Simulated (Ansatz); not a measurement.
**C₄H₄F₂: up Jacob's ladder to CCSD(T)**

How much do the methods differ for C₄H₄F₂? The plan is to run it at one geometry with functionals of several rungs and with coupled cluster. The yardstick is the atomisation energy at the CCSD(T) limit.

Program: Ansatz 0.2.0, Gaussian basis. Level of theory: functionals in def2-TZVPP, the program's frozen cores in correlated methods. These are calculated values, not measurements.

The runs, in order: PBE-D4, r2SCAN-D4, PBE0-D4, B3LYP-D4, ωB97X-V, ωB97M-V, B2PLYP; CCSD(T)/def2-TZVPP; MP2/def2-QZVPP; extrapolation to the limit.

## 1. The relaxed structure

All runs share one geometry, relaxed beforehand with PBE0-D4 in a triple-zeta def2 set.

SMILES `F[C@@H]1C=C[C@@H]1F`, 10 atoms, charge 0, spin multiplicity 1.

Atoms are counted from 1 here; the program's logs count them from 0.

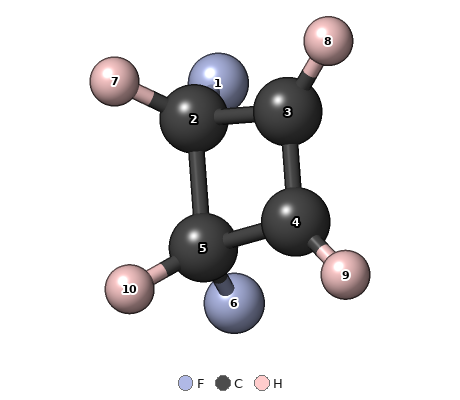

The geometry (fluorine light blue, carbon dark grey, hydrogen pink); atoms are numbered from 1 in the order of the file.

## 2. PBE-D4 (GGA)

in.yaml reads:

```yaml
crystal:
  periodic: [false, false, false]
  atoms:
    - {symbol: F, position_ang: [-0.899018, -0.303847, -1.811732]}
    - {symbol: C, position_ang: [0.103766, -0.333898, -0.879070]}
    - {symbol: C, position_ang: [-0.208899, -1.069157, 0.392173]}
    - {symbol: C, position_ang: [-0.151632, 0.024202, 1.156683]}
    - {symbol: C, position_ang: [0.171582, 0.943262, 0.014181]}
    - {symbol: F, position_ang: [-0.782094, 1.879623, -0.285726]}
    - {symbol: H, position_ang: [1.029422, -0.606641, -1.395608]}
    - {symbol: H, position_ang: [-0.349176, -2.122661, 0.602313]}
    - {symbol: H, position_ang: [-0.228056, 0.196061, 2.223617]}
    - {symbol: H, position_ang: [1.139306, 1.453657, 0.046568]}
basis:
  gaussian: {orbitals: def2-TZVPP}
hamiltonian: {xc: pbe, dispersion: d4}
output: {forces: true, orbitals: {seedname: orbitals}}
```

Launch:

```bash
ansatz run in.yaml --threads 4 --pin off --events-out ev --progress --plain --max-ram 10444MiB
```

Log, cut to the lines that bear on the results:

```text
Functional definition: PBE
  name "PBE"
  cite "Perdew, Burke & Ernzerhof, Phys. Rev. Lett. 77, 3865 (1996) doi:10.1103/PhysRevLett.77.3865"
  parent pbe
[...]
1268 factors; their error is unknown
[...]
mean field -9638.36308064 eV, -354.2033100964 hartree, gradient 3.7e-5 eV, S^2 0.000000; 0 other end points of the search recorded, 0 dependent functions left out
[...]
reference -9638.36311641 eV, -354.2033114110 hartree; 23, 23 occupied and 219, 219 virtual orbitals, 1268 factors
Total energy: -9638.55108499 eV, -354.2102191289 hartree
Atom 0 at    -0.899018    -0.303847    -1.811732 Å, force    -0.526924     0.018220    -0.509484 eV/Å
Atom 1 at     0.103766    -0.333898    -0.879070 Å, force     0.319454    -0.159335     0.112854 eV/Å
Atom 2 at    -0.208899    -1.069157     0.392173 Å, force    -0.045052    -0.447128    -0.165615 eV/Å
Atom 3 at    -0.151632     0.024202     1.156683 Å, force    -0.005307     0.310482     0.364309 eV/Å
Atom 4 at     0.171582     0.943262     0.014181 Å, force     0.323564    -0.074462     0.172602 eV/Å
Atom 5 at    -0.782094     1.879623    -0.285726 Å, force    -0.501012     0.509280    -0.166522 eV/Å
Atom 6 at     1.029422    -0.606641    -1.395608 Å, force     0.234207    -0.068085    -0.113836 eV/Å
Atom 7 at    -0.349176    -2.122661     0.602313 Å, force    -0.029266    -0.243499     0.046925 eV/Å
Atom 8 at    -0.228056     0.196061     2.223617 Å, force    -0.013667     0.041168     0.245697 eV/Å
Atom 9 at     1.139306     1.453657     0.046568 Å, force     0.244002     0.113358     0.013071 eV/Å
Dipole moment:     0.427306    -0.275579     0.361543 e Å
```

It took 2.2 s on 4 threads of Arm Neoverse V1, shared host.

With the free atoms at this level, -9592.574 eV in sum, the atomisation energy is 4436.1 kJ/mol. HOMO -7.09 eV, LUMO -1.76 eV.

## 3. r2SCAN-D4 (meta-GGA)

Edit in.yaml of step 2 so:

```diff
@@ -15,3 +15,3 @@
   gaussian: {orbitals: def2-TZVPP}
-hamiltonian: {xc: pbe, dispersion: d4}
+hamiltonian: {xc: r2scan, dispersion: d4}
 output: {forces: true, orbitals: {seedname: orbitals}}
```

The command is unchanged.

Log, cut to the lines that bear on the results:

```text
Functional definition: r2SCAN
  name "r2SCAN"
  cite "Furness, Kaplan, Ning, Perdew & Sun, J. Phys. Chem. Lett. 11, 8208 (2020) doi:10.1021/acs.jpclett.0c02405"
  cite "Furness, Kaplan, Ning, Perdew & Sun, J. Phys. Chem. Lett. 11, 9248 (2020) doi:10.1021/acs.jpclett.0c03077"
  parent r2scan
[...]
1268 factors; their error is unknown
[...]
mean field -9644.15231938 eV, -354.4160606962 hartree, gradient 4.4e-5 eV, S^2 0.000000; 0 other end points of the search recorded, 0 dependent functions left out
[...]
reference -9644.15232933 eV, -354.4160610615 hartree; 23, 23 occupied and 219, 219 virtual orbitals, 1268 factors
Total energy: -9644.19804762 eV, -354.4177411780 hartree
Atom 0 at    -0.899018    -0.303847    -1.811732 Å, force    -0.286231     0.037213    -0.239127 eV/Å
Atom 1 at     0.103766    -0.333898    -0.879070 Å, force     0.302758    -0.122313     0.040464 eV/Å
Atom 2 at    -0.208899    -1.069157     0.392173 Å, force    -0.056227    -0.242371    -0.029107 eV/Å
Atom 3 at    -0.151632     0.024202     1.156683 Å, force    -0.037522     0.113510     0.219935 eV/Å
Atom 4 at     0.171582     0.943262     0.014181 Å, force     0.308022    -0.018040     0.113832 eV/Å
Atom 5 at    -0.782094     1.879623    -0.285726 Å, force    -0.276328     0.232037    -0.103088 eV/Å
Atom 6 at     1.029422    -0.606641    -1.395608 Å, force     0.016402    -0.010886    -0.023255 eV/Å
Atom 7 at    -0.349176    -2.122661     0.602313 Å, force     0.004560    -0.014743     0.004152 eV/Å
Atom 8 at    -0.228056     0.196061     2.223617 Å, force     0.006203     0.000940     0.014862 eV/Å
Atom 9 at     1.139306     1.453657     0.046568 Å, force     0.018363     0.024653     0.001332 eV/Å
Dipole moment:     0.446383    -0.285749     0.374634 e Å
```

Wall time 4.2 s (4 threads of Arm Neoverse V1, shared host).

Atomisation energy: 4282.4 kJ/mol (free atoms -9599.814 eV, run apart). HOMO -7.35 eV, LUMO -1.53 eV.

## 4. PBE0-D4 (hybrid)

Edit in.yaml of step 3 so:

```diff
@@ -15,3 +15,3 @@
   gaussian: {orbitals: def2-TZVPP}
-hamiltonian: {xc: r2scan, dispersion: d4}
-output: {forces: true, orbitals: {seedname: orbitals}}
+hamiltonian: {xc: pbe0, dispersion: d4}
+output: {orbitals: {seedname: orbitals}}
```

The command is unchanged.

Log:

```text
Functional definition: PBE0
  name "PBE0"
  cite "Adamo & Barone, J. Chem. Phys. 110, 6158 (1999) doi:10.1063/1.478522"
  cite "Perdew, Burke & Ernzerhof, Phys. Rev. Lett. 77, 3865 (1996) doi:10.1103/PhysRevLett.77.3865"
  parent pbe
  parameter a = 0.25
  parameter kappa = 0.804
  parameter beta = 0.06672455060314922
  exchange = (1 - a)*pbe_x(kappa = kappa, mu = beta*pi^2/3) + a*exact_x
  correlation = pbe_c(beta = beta)
1268 factors; their error is unknown
mean field evaluation 1: about -9633.4850 eV, gradient 4.9e1 eV
mean field evaluation 2: about -9632.8761 eV, gradient 5.1e1 eV
mean field evaluation 4: about -9638.7314 eV, gradient 2.9e0 eV
mean field evaluation 8: about -9638.7434 eV, gradient 6.7e-2 eV
mean field evaluation 16: about -9638.7434 eV, gradient 5.4e-5 eV
mean field -9638.74342408 eV, -354.2172874601 hartree, gradient 5.4e-5 eV, S^2 0.000000; 0 other end points of the search recorded, 0 dependent functions left out
reference -9638.74344980 eV, -354.2172884051 hartree; 23, 23 occupied and 219, 219 virtual orbitals, 1268 factors
Total energy: -9638.89904494 eV, -354.2230064212 hartree
```

Run time: 2.4 s. Hardware: 4 threads of Arm Neoverse V1, shared host; peak memory 0.53 GiB.

With the free atoms at this level, -9594.136 eV in sum, the atomisation energy is 4319.0 kJ/mol. HOMO -8.41 eV, LUMO -0.70 eV.

## 5. B3LYP-D4 (hybrid)

B3LYP here takes the VWN-RPA correlation.

Edit in.yaml of step 4 so:

```diff
@@ -15,3 +15,3 @@
   gaussian: {orbitals: def2-TZVPP}
-hamiltonian: {xc: pbe0, dispersion: d4}
-output: {orbitals: {seedname: orbitals}}
+hamiltonian: {xc: {name: B3LYP}, dispersion: d4}
+output: {forces: true, orbitals: {seedname: orbitals}}
```

Same command.

Log, cut to the lines that bear on the results:

```text
Functional definition: B3LYP
  name "B3LYP"
  cite "Stephens, Devlin, Chabalowski & Frisch, J. Phys. Chem. 98, 11623 (1994) doi:10.1021/j100096a001"
  cite "Becke, Phys. Rev. A 38, 3098 (1988) doi:10.1103/PhysRevA.38.3098"
  cite "Lee, Yang & Parr, Phys. Rev. B 37, 785 (1988) doi:10.1103/PhysRevB.37.785"
  cite "Vosko, Wilk & Nusair, Can. J. Phys. 58, 1200 (1980) doi:10.1139/p80-159"
[...]
1268 factors; their error is unknown
[...]
mean field -9649.01245989 eV, -354.5946675652 hartree, gradient 4.4e-5 eV, S^2 0.000000; 0 other end points of the search recorded, 0 dependent functions left out
[...]
reference -9649.01269784 eV, -354.5946763100 hartree; 23, 23 occupied and 219, 219 virtual orbitals, 1268 factors
Total energy: -9649.31422932 eV, -354.6057573875 hartree
Atom 0 at    -0.899018    -0.303847    -1.811732 Å, force    -0.302875     0.000993    -0.299143 eV/Å
Atom 1 at     0.103766    -0.333898    -0.879070 Å, force     0.391935    -0.125395    -0.021865 eV/Å
Atom 2 at    -0.208899    -1.069157     0.392173 Å, force    -0.047918    -0.237243     0.127891 eV/Å
Atom 3 at    -0.151632     0.024202     1.156683 Å, force    -0.037225    -0.036047     0.268725 eV/Å
Atom 4 at     0.171582     0.943262     0.014181 Å, force     0.400377     0.035154     0.090833 eV/Å
Atom 5 at    -0.782094     1.879623    -0.285726 Å, force    -0.287313     0.301711    -0.088948 eV/Å
Atom 6 at     1.029422    -0.606641    -1.395608 Å, force    -0.062069     0.018681     0.023090 eV/Å
Atom 7 at    -0.349176    -2.122661     0.602313 Å, force     0.006538     0.076148    -0.016424 eV/Å
Atom 8 at    -0.228056     0.196061     2.223617 Å, force     0.002852    -0.010883    -0.077559 eV/Å
Atom 9 at     1.139306     1.453657     0.046568 Å, force    -0.064303    -0.023120    -0.006601 eV/Å
Dipole moment:     0.464545    -0.296876     0.389153 e Å
```

Run time: 3.9 s. Hardware: 4 threads of Arm Neoverse V1, shared host; peak memory 0.63 GiB.

Atomisation energy: 4250.5 kJ/mol (free atoms -9605.261 eV, run apart). HOMO -8.19 eV, LUMO -0.95 eV.

## 6. ωB97X-V (range-separated)

Edit in.yaml of step 5 so:

```diff
@@ -15,3 +15,3 @@
   gaussian: {orbitals: def2-TZVPP}
-hamiltonian: {xc: {name: B3LYP}, dispersion: d4}
-output: {forces: true, orbitals: {seedname: orbitals}}
+hamiltonian: {xc: {name: wB97X-V}}
+output: {orbitals: {seedname: orbitals}}
```

The command is unchanged.

Log, cut to the lines that bear on the results:

```text
Functional definition: wB97X-V
  name "wB97X-V"
  cite "Mardirossian & Head-Gordon, Phys. Chem. Chem. Phys. 16, 9904 (2014) doi:10.1039/C3CP54374A"
  cite "Becke, J. Chem. Phys. 107, 8554 (1997) doi:10.1063/1.475007"
  cite "Vydrov & Van Voorhis, J. Chem. Phys. 133, 244103 (2010) doi:10.1063/1.3521275"
[...]
      + integral(e_c_pw_opposite_spin*poly(b97_u_opposite, cos0, cos1)) + vv10(b, c)
1268 factors; their error is unknown
294 factors; integrals over basis functions are off by at most 5.4e-6 eV
[...]
mean field -9646.00139153 eV, -354.4840128443 hartree, gradient 4.5e-5 eV, S^2 0.000000; 0 other end points of the search recorded, 0 dependent functions left out
reference -9646.00138984 eV, -354.4840127821 hartree; 23, 23 occupied and 219, 219 virtual orbitals, 1268 factors
Total energy: -9646.00138984 eV, -354.4840127821 hartree
```

Run time: 6.5 s. Hardware: 4 threads of Arm Neoverse V1, shared host; peak memory 0.66 GiB.

With the free atoms at this level, -9601.718 eV in sum, the atomisation energy is 4272.7 kJ/mol. HOMO -10.76 eV, LUMO 1.60 eV.

## 7. ωB97M-V (range-separated)

Edit in.yaml of step 6 so:

```diff
@@ -15,3 +15,3 @@
   gaussian: {orbitals: def2-TZVPP}
-hamiltonian: {xc: {name: wB97X-V}}
-output: {orbitals: {seedname: orbitals}}
+hamiltonian: {xc: {name: wB97M-V}}
+output: {forces: true, orbitals: {seedname: orbitals}}
```

Launched as before.

Log, cut to the lines that bear on the results:

```text
Functional definition: wB97M-V
  name "wB97M-V"
  cite "Mardirossian & Head-Gordon, J. Chem. Phys. 144, 214110 (2016) doi:10.1063/1.4952647"
  cite "Becke, J. Chem. Phys. 107, 8554 (1997) doi:10.1063/1.475007"
  cite "Vydrov & Van Voorhis, J. Chem. Phys. 133, 244103 (2010) doi:10.1063/1.3521275"
  # Of w^i u^j: cxij and so on, Table III.
[...]
  gx(w, u) = 1 - cx + cx01*u + cx10*w
  gss(w, u) = css00 + css04*u^4 + css10*w + css20*w^2 + css43*w^4*u^3
  gos(w, u) = cos00 + cos10*w + (cos20 + cos21*u)*w^2 + (cos60 + cos61*u)*w^6
[...]
      + integral(e_c_pw_mod_opposite_spin*gos(b97_w_opposite, b97_u_opposite)) + vv10(b, c)
1268 factors; their error is unknown
294 factors; integrals over basis functions are off by at most 5.4e-6 eV
[...]
Atom 0 at    -0.899018    -0.303847    -1.811732 Å, force    -0.194319     0.019113    -0.139493 eV/Å
Atom 1 at     0.103766    -0.333898    -0.879070 Å, force     0.327238    -0.010897    -0.044832 eV/Å
Atom 2 at    -0.208899    -1.069157     0.392173 Å, force    -0.050208    -0.093456     0.180151 eV/Å
Atom 3 at    -0.151632     0.024202     1.156683 Å, force    -0.052390    -0.133795     0.152056 eV/Å
Atom 4 at     0.171582     0.943262     0.014181 Å, force     0.329084     0.022220    -0.021209 eV/Å
Atom 5 at    -0.782094     1.879623    -0.285726 Å, force    -0.188571     0.138141    -0.056304 eV/Å
Atom 6 at     1.029422    -0.606641    -1.395608 Å, force    -0.088961     0.033629     0.054158 eV/Å
Atom 7 at    -0.349176    -2.122661     0.602313 Å, force     0.008693     0.101548    -0.014963 eV/Å
Atom 8 at    -0.228056     0.196061     2.223617 Å, force     0.003147    -0.021063    -0.100964 eV/Å
Atom 9 at     1.139306     1.453657     0.046568 Å, force    -0.093714    -0.055441    -0.008598 eV/Å
Dipole moment:     0.462001    -0.296397     0.388667 e Å
```

It took 9.5 s on 4 threads of Arm Neoverse V1, shared host; peak memory 0.81 GiB.

With the free atoms at this level, -9601.607 eV in sum, the atomisation energy is 4278.3 kJ/mol. HOMO -10.66 eV, LUMO 1.47 eV.

## 8. B2PLYP (double hybrid)

Edit in.yaml of step 7 so:

```diff
@@ -15,3 +15,2 @@
   gaussian: {orbitals: def2-TZVPP}
-hamiltonian: {xc: {name: wB97M-V}}
-output: {forces: true, orbitals: {seedname: orbitals}}
+hamiltonian: {xc: {name: B2PLYP}}
```

The command is unchanged.

Log, cut to the lines that bear on the results:

```text
Functional definition: B2PLYP
  name "B2PLYP"
  cite "Grimme, J. Chem. Phys. 124, 034108 (2006) doi:10.1063/1.2148954"
  cite "Becke, Phys. Rev. A 38, 3098 (1988) doi:10.1103/PhysRevA.38.3098"
  cite "Lee, Yang & Parr, Phys. Rev. B 37, 785 (1988) doi:10.1103/PhysRevB.37.785"
[...]
1505 factors; integrals over basis functions are off by at most 1.3e-3 eV
[...]
mean field -9632.29692683 eV, -353.9803830555 hartree, gradient 1.8e-6 eV, S^2 0.000000; 0 other end points of the search recorded, 0 dependent functions left out
6 core orbitals not correlated: weight in the atoms' cores, before any rotation towards them, 1.000 or more for the frozen orbitals, at most 0.000 for the correlated occupied ones
reference -9632.29707474 eV, -353.9803884914 hartree; 17, 17 occupied and 219, 219 virtual orbitals, 1505 factors
second order -36.88774890 eV of doubles, -0.00000000 eV of singles
Total energy: -9642.25676695 eV, -354.3464004290 hartree
```

Run time: 4.6 s. Hardware: 4 threads of Arm Neoverse V1, shared host; peak memory 0.66 GiB.

Atomisation energy: 4218.3 kJ/mol (free atoms -9598.537 eV, run apart).

## 9. Frontier levels by functional

Dipoles come from the runs that computed forces. Levels, from each run's orbital file:

```tsv
functional	HOMO (eV)	LUMO (eV)	gap (eV)	dipole (D)
PBE-D4	-7.09	-1.76	5.33	3.00
r2SCAN-D4	-7.35	-1.53	5.82	3.12
PBE0-D4	-8.41	-0.70	7.71	
B3LYP-D4	-8.19	-0.95	7.23	3.24
ωB97X-V	-10.76	1.60	12.36	
ωB97M-V	-10.66	1.47	12.14	3.23
```

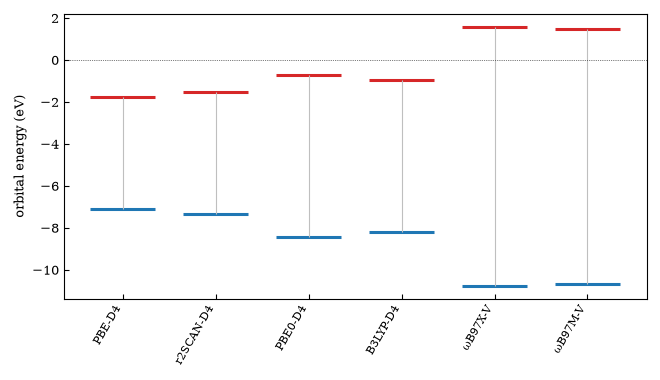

Highest occupied (blue) and lowest empty (red) level by functional.

## 10. CCSD(T) in def2-TZVPP

Edit in.yaml of step 8 so:

```diff
@@ -15,2 +15,2 @@
   gaussian: {orbitals: def2-TZVPP}
-hamiltonian: {xc: {name: B2PLYP}}
+correlation: {method: ccsd_t}
```

Launched as before.

Log, cut to the lines that bear on the results:

```text
Functional definition: HF
  name "HF"
  cite "Fock, Z. Phys. 61, 126 (1930) doi:10.1007/BF01340294"
  parent pbe
[...]
1505 factors; integrals over basis functions are off by at most 1.3e-3 eV
[...]
mean field -9598.86024929 eV, -352.7516078201 hartree, gradient 2.0e-6 eV, S^2 0.000000; 0 other end points of the search recorded, 0 dependent functions left out
6 core orbitals not correlated: weight in the atoms' cores, before any rotation towards them, 1.000 or more for the frozen orbitals, at most 0.000 for the correlated occupied ones
reference -9598.86024929 eV, -352.7516078201 hartree; 17, 17 occupied and 219, 219 virtual orbitals, 1505 factors
second order -30.71379640 eV of doubles, -0.00000000 eV of singles
cycle   1  -30.58613293 eV  change    1.3e-1 eV  update   1.1e-1
[...]
cycle   9  -31.41041761 eV  change   -3.4e-6 eV  update   2.6e-5
perturbative correction -1.24685501 eV, -0.0458210763 hartree
Total energy: -9631.51752190 eV, -353.9517404529 hartree
```

Run time: 2.8 min. Hardware: 4 threads of Arm Neoverse V1, shared host; peak memory 5.3 GiB.

## 11. MP2 in def2-QZVPP

Edit in.yaml of step 10 so:

```diff
@@ -14,3 +14,3 @@
 basis:
-  gaussian: {orbitals: def2-TZVPP}
-correlation: {method: ccsd_t}
+  gaussian: {orbitals: "def2-QZVPP.json"}
+correlation: {method: mp2}
```

Launched as before.

Log:

```text
Functional definition: HF
  name "HF"
  cite "Fock, Z. Phys. 61, 126 (1930) doi:10.1007/BF01340294"
  parent pbe
  exchange = exact_x
  correlation = 0
2830 factors; integrals over basis functions are off by at most 9.9e-4 eV
mean field evaluation 1: about -9595.8151 eV, gradient 3.7e1 eV
mean field evaluation 2: about -9595.9896 eV, gradient 3.7e1 eV
mean field evaluation 4: about -9599.2237 eV, gradient 4.4e0 eV
mean field evaluation 8: about -9599.2756 eV, gradient 2.6e-1 eV
mean field -9599.27589732 eV, -352.7668826037 hartree, gradient 7.4e-7 eV, S^2 0.000000; 0 other end points of the search recorded, 0 dependent functions left out
6 core orbitals not correlated: weight in the atoms' cores, before any rotation towards them, 1.000 or more for the frozen orbitals, at most 0.000 for the correlated occupied ones
reference -9599.27589732 eV, -352.7668826037 hartree; 17, 17 occupied and 439, 439 virtual orbitals, 2830 factors
second order -33.15788319 eV of doubles, -0.00000000 eV of singles
Total energy: -9632.43378051 eV, -353.9854123357 hartree
```

It took 21 s on 4 threads of Arm Neoverse V1, shared host; peak memory 2.9 GiB.

Energy pieces by basis (eV):

```tsv
basis	HF	MP2 correlation	CCSD correlation	(T)	total
def2-TZVPP	-9598.8602	-30.7138	-31.4104	-1.2469	-9631.5175
def2-QZVPP	-9599.2759	-33.1579			-9632.4338 (MP2)
```

The report of the def2-TZVPP run gives T1 = 0.0114.

## 12. The basis-set limit

This step is arithmetic on the last runs, with X = 3 and 4: exp(−7.88√X) for Hartree-Fock, X^−2.97 for correlation; only MP2 was run in the larger set, so CCSD(T) minus MP2 is added from the smaller one.

```tsv
level	energy at the limit (eV)
HF	-9599.3331
MP2	-9634.3015
CCSD	-9634.9981
CCSD(T)	-9636.2449
```

## 13. Atomisation energies

Atomisation energy = energies of 2 F, 4 C, 4 H (separate runs, same level) minus the molecule's; electronic only, no spin-orbit term.

Differences are taken before rounding.

```tsv
method	rung	atoms, summed (eV)	atomisation energy (kJ/mol)	from CCSD(T)/CBS (kJ/mol)	time
PBE-D4	GGA	-9592.574	4436.1	+182.1	2.2 s
r2SCAN-D4	meta-GGA	-9599.814	4282.4	+28.4	4.2 s
PBE0-D4	hybrid	-9594.136	4319.0	+65.0	2.4 s
B3LYP-D4	hybrid	-9605.261	4250.5	-3.5	3.9 s
ωB97X-V	range-separated	-9601.718	4272.7	+18.7	6.5 s
ωB97M-V	range-separated	-9601.607	4278.3	+24.2	9.5 s
B2PLYP	double hybrid	-9598.537	4218.3	-35.7	4.6 s
HF/def2-TZVPP	wavefunction	-9567.326	3042.6	-1211.5	
MP2/def2-TZVPP	wavefunction	-9585.286	4273.1	+19.1	
CCSD/def2-TZVPP	wavefunction	-9588.163	4062.8	-191.2	
CCSD(T)/def2-TZVPP	wavefunction	-9588.571	4143.7	-110.3	2.8 min
MP2/CBS	wavefunction	-9588.870	4383.4	+129.4	
CCSD(T)/CBS	wavefunction	-9592.155	4254.1	0	3.1 min
```

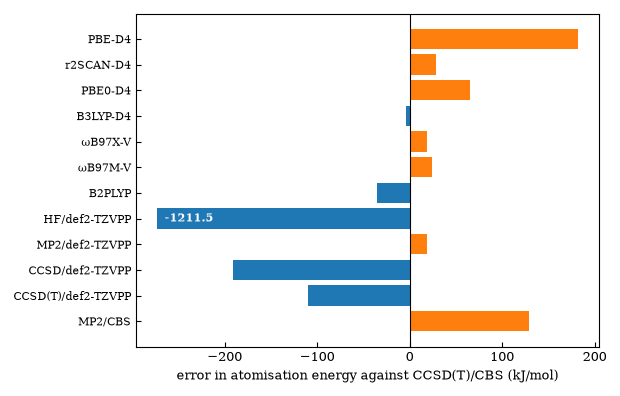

How far each level lands from CCSD(T)/CBS. Bars with a number in them are cut short.

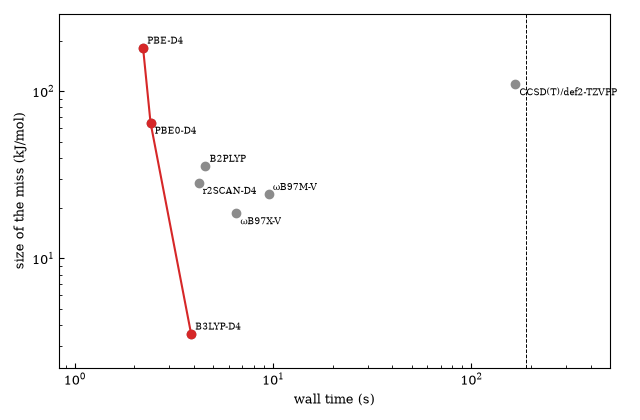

Miss against cost. Red marks the levels that no quicker level drawn beats (of those quicker than the yardstick), and the dashed line is the time of CCSD(T)/CBS. Times are from a shared host.

B2PLYP carry no dispersion term (for B3LYP, D4 adds 29.1 kJ/mol).

Times are those of the molecule's run; HF, MP2 and CCSD come out of the CCSD(T) runs, and the limit's time is the sum of the runs that it needs.

## 14. What came out

| quantity | value |
| --- | --- |
| atomisation energy, CCSD(T)/CBS | 4254.1 kJ/mol |
| functionals within 21.3 kJ/mol (0.5 %) | B3LYP-D4, ωB97X-V |
| farthest | PBE-D4 (+182.1 kJ/mol) |
| mean size of error, hybrid | 34.2 kJ/mol |
| mean size of error, range-separated | 21.4 kJ/mol |
| gap, smallest and largest | 5.33 eV (PBE-D4), 12.36 eV (ωB97X-V) |
| T1 diagnostic | 0.0114 |
| triples share of the correlation energy | 3.8 % |

PBE-D4 misses by +182.1 kJ/mol. Double hybrids carry the basis error of their MP2 part in triple zeta, and no dispersion term here, so their miss is partly the set-up's. Misses under about 21.3 kJ/mol are within the doubt on the reference itself, which lacks core-valence correlation, relativity and higher excitations. Hartree-Fock recovers 72 % of the binding; the rest is correlation. The gap grows from 5.3 to 12.4 eV across the functionals, mostly with the share of exact exchange.

For cost: B3LYP-D4 gets within 3.5 kJ/mol in 3.9 s, where CCSD(T)/CBS took 3.1 min; the quickest level in the cost chart, PBE-D4, takes 2.2 s and misses by 182.1 kJ/mol.
